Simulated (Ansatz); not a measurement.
The figure comes from a scan of Mg (hcp, Mg type): a phonon pattern at A = (0.0, 0.0, 0.5) is frozen into a 4-atom cell, Q being the largest atomic displacement. These are r2SCAN (plane waves to 500 eV, PAW, scalar-relativistic; Ansatz, an electronic-structure program) values and carry that method's errors. k mesh 17×17×5 (Γ-centred), Fermi-Dirac smearing 0.05 eV. E stands for the smeared free energy. With partly filled bands, energies and forces of such displacements shift with the k mesh and the smearing. Mg was relaxed with its symmetry unable to fall. The PAW data are Ansatz's earlier set. The zero of ΔE is the undisplaced structure.

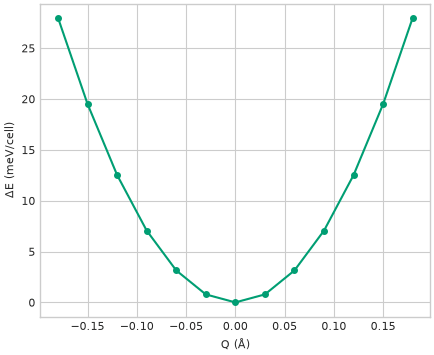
*ΔE (meV/cell) against Q (Å); computed points joined by lines.*

**Question.** List the plotted points as numbers.

**Answer.** To the nearest 0.5:

```json
[
 {"Q (Å)": "-0.180", "ΔE (meV/cell)": "28.0"},
 {"Q (Å)": "-0.150", "ΔE (meV/cell)": "19.5"},
 {"Q (Å)": "-0.120", "ΔE (meV/cell)": "12.5"},
 {"Q (Å)": "-0.090", "ΔE (meV/cell)": "7.0"},
 {"Q (Å)": "-0.060", "ΔE (meV/cell)": "3.0"},
 {"Q (Å)": "-0.030", "ΔE (meV/cell)": "1.0"},
 {"Q (Å)": "0.000", "ΔE (meV/cell)": "0.0"},
 {"Q (Å)": "0.030", "ΔE (meV/cell)": "1.0"},
 {"Q (Å)": "0.060", "ΔE (meV/cell)": "3.0"},
 {"Q (Å)": "0.090", "ΔE (meV/cell)": "7.0"},
 {"Q (Å)": "0.120", "ΔE (meV/cell)": "12.5"},
 {"Q (Å)": "0.150", "ΔE (meV/cell)": "19.5"},
 {"Q (Å)": "0.180", "ΔE (meV/cell)": "28.0"}
]
```

(A displaced cell: forces are minus the slopes of the energy, force constants its curvatures, and phonons follow from these.)
